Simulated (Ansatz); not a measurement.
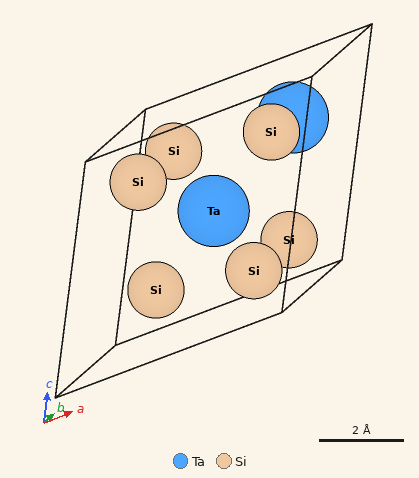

The image is a spheres-only drawing of a crystal, viewed slightly off an axis. Atoms at the boundary of the simulation cell (the box) are drawn once for each face, edge or corner they touch.

```yaml
crystal:
  lattice:
    - [0.00000, 4.17995, 4.17995]
    - [4.17995, 0.00000, 4.17995]
    - [4.17995, 4.17995, 0.00000]
  atoms:
    - { symbol: Ta, position: [0.50000, 0.50000, 0.50000] }
    - { symbol: Ta, position: [0.75000, 0.75000, 0.75000] }
    - { symbol: Si, position: [0.20609, 0.79391, 0.79391] }
    - { symbol: Si, position: [0.79391, 0.20609, 0.20609] }
    - { symbol: Si, position: [0.79391, 0.79391, 0.20609] }
    - { symbol: Si, position: [0.20609, 0.20609, 0.79391] }
    - { symbol: Si, position: [0.20609, 0.79391, 0.20609] }
    - { symbol: Si, position: [0.79391, 0.20609, 0.79391] }
```

Method: DFT PBE, scalar-relativistic, plane waves, PAW in Ansatz 0.2.0; plane waves to 420 eV, k-grid 8×8×8, Gaussian smearing of 0.1 eV, no spin polarisation.

Q: What does a Bader analysis give?

A: Ta +0.58 to +1.12 e; Si -0.28 e.

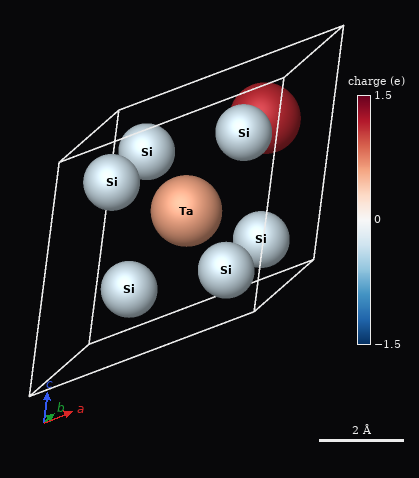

The atoms coloured by those charges.

The cell started as a random cell made by a generator, so it need not be a real form of the compound. Earlier steps of the study may have refined or changed the cell and positions. A calculation with Ansatz used it as input.
